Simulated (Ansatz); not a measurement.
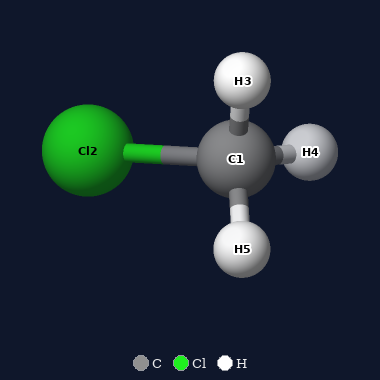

The system is CH₃Cl, SMILES CCl; the picture shows the grid point nearest to the relaxed geometry. 
- Two internal coordinates are moved rigidly from the geometry relaxed at PBE0-D4/def2-TZVP, all others fixed.
- The first coordinate is: bond C1–H4; the second: angle H4–C1–H3.
- The scan uses a 7 × 7 grid.
- Points are written as (first, second).
- Energies are in eV, from the lowest grid point.
- Method: RKS PBE-D4/def2-TZVPP (Ansatz).

Its coordinates:

```xyz
5

C    -0.1209    0.0100    0.0513
Cl    1.4694   -0.2908   -0.6725
H    -0.2848   -0.7154    0.8447
H    -0.8578   -0.0938   -0.6980
H    -0.1338    1.0197    0.4551
```

Range: bond C1–H4 from 0.892 to 1.577 Å; angle H4–C1–H3 from 92.3 to 128.3°.

### What landscape does the calculation give?

The lowest grid point is at (1.056 Å, 110.3°). The bottom of the well lies between grid points, at about (1.095 Å, 110°), about 0.029 eV lower on the interpolated surface. No other kind of well shows on this grid. The highest grid point, (1.577 Å, 128.3°), lies 1.87 eV above the lowest. Round the minimum the two coordinates are nearly uncoupled.

```
angle H4–C1–H3 ↓, bond C1–H4 →  0.892  0.958  1.056  1.170  1.296  1.432  1.577
                         128.3   1.23   0.63   0.26   0.31   0.68   1.24   1.87
                         122.3   1.09   0.48   0.11   0.17   0.55   1.10   1.74
                         116.3   1.01   0.40   0.03   0.09   0.46   1.02   1.66
                         110.3   0.98   0.37   0.00   0.05   0.43   0.98   1.63
                         104.3   1.01   0.40   0.03   0.08   0.45   0.99   1.63
                          98.3   1.11   0.49   0.11   0.16   0.52   1.06   1.68
                          92.3   1.26   0.64   0.26   0.29   0.64   1.17   1.78
```

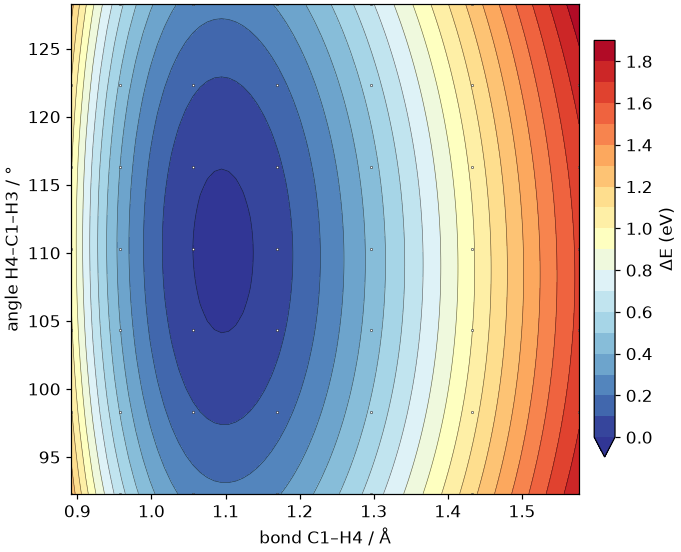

Drawn: filled contours, dots at the grid points. Between grid points the surface is interpolated.
